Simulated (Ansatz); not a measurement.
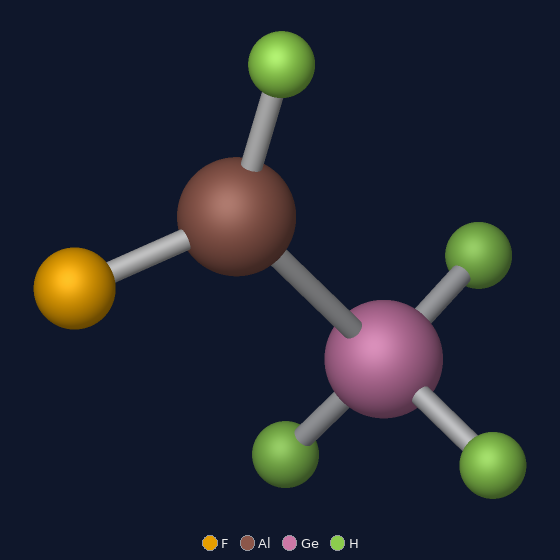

Rendered structure (ball-and-stick style). Every bond is drawn as one stick, whatever its order.

Count the atoms of each element.

Answer. AlFGeH4, 7 atoms: 1 aluminium, 1 fluorine, 1 germanium and 4 hydrogen.

How many atoms are distinct by symmetry?

Answer. 7: 1 F, 1 Al, 1 Ge, 1 H, 1 H, 1 H, 1 H.

Count the bonded pairs by element.

Answer. 3 Ge–H, 1 Al–F, 1 Al–Ge, 1 Al–H.

More results for the same structure follow; atom numbers are the same in all pictures, views and colours differ. Computed geometry: PBE0-D4/def2-TZVP optimisation.

Shape

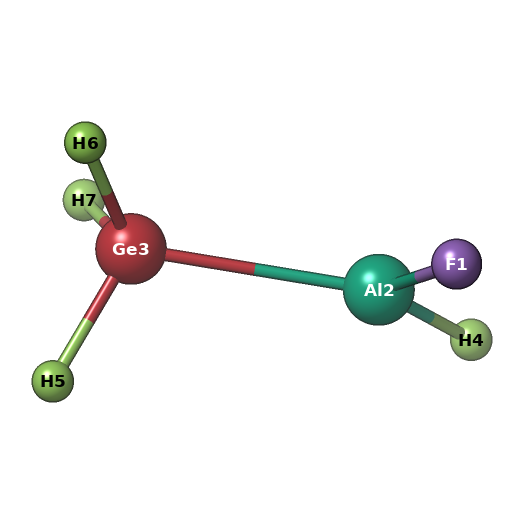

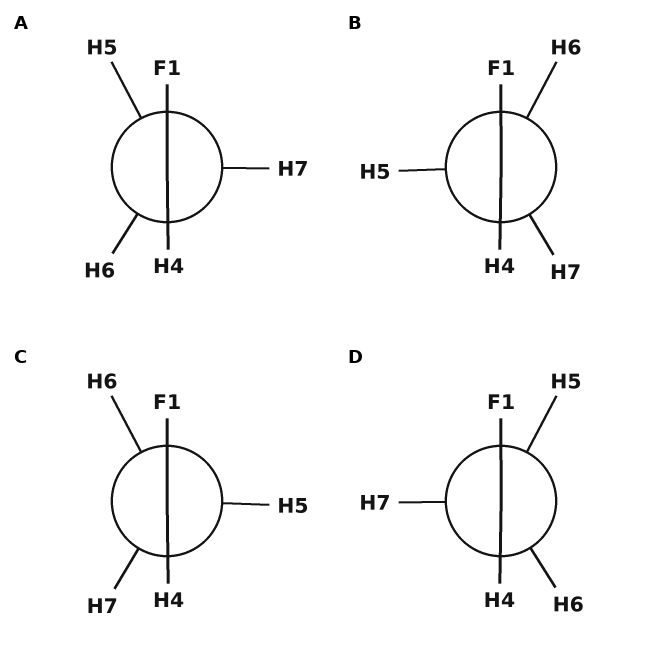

Depth is shown by fading: the farther an atom, the more it takes the colour of the background. Bonds that would overlap in a projection are set slightly apart.

Which Newman projection shows the view along Al2–Ge3, with Al2 in front?

Answer. B. The torsion angle F1–Al2–Ge3–H5 is −92°, about perpendicular.

Vibrations

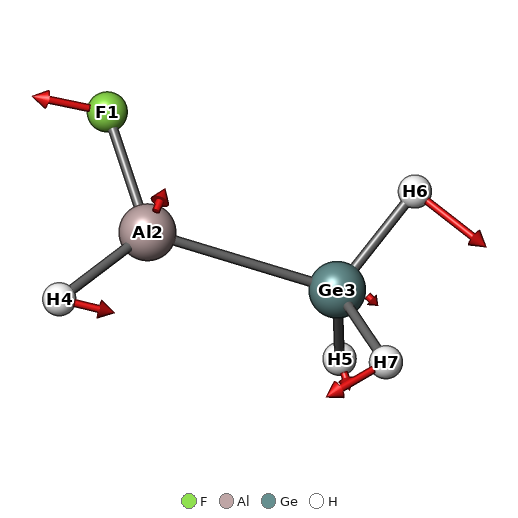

The arrows show one normal mode. Harmonic vibrations computed with RKS PBE0-D4/def2-TZVP (Ansatz 0.2.0) at a stationary point of the same level.

What kind of motion is it?

Answer. Mostly angle bending.

Estimate its harmonic wavenumber.

Answer. 138 cm⁻¹; it is mode 2 of 15 counted from the lowest.

Electronic properties

Properties computed with RKS ωB97M-V/def2-TZVPP (Ansatz 0.2.0).

Computed properties:

- dipole moment: 1.17 D
- HOMO energy (Kohn–Sham orbital): −9.87 eV
- LUMO energy (Kohn–Sham orbital): −0.08 eV
- HOMO–LUMO gap: 9.79 eV

Charges

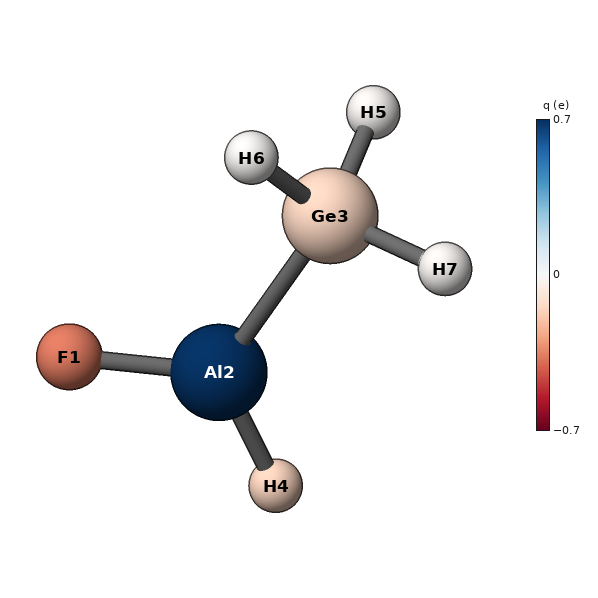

Atoms are coloured by their Mulliken charges. Properties computed with RKS r2SCAN-D4/def2-TZVPP (Ansatz 0.2.0).

List the Mulliken charges.

```tsv
atom	value (e)
F1	−0.36
Al2	0.69
Ge3	−0.14
H4	−0.15
H5	−0.01
H6	−0.01
H7	−0.01
```

Mulliken values depend strongly on the basis set and can even reverse the polarity of a bond.
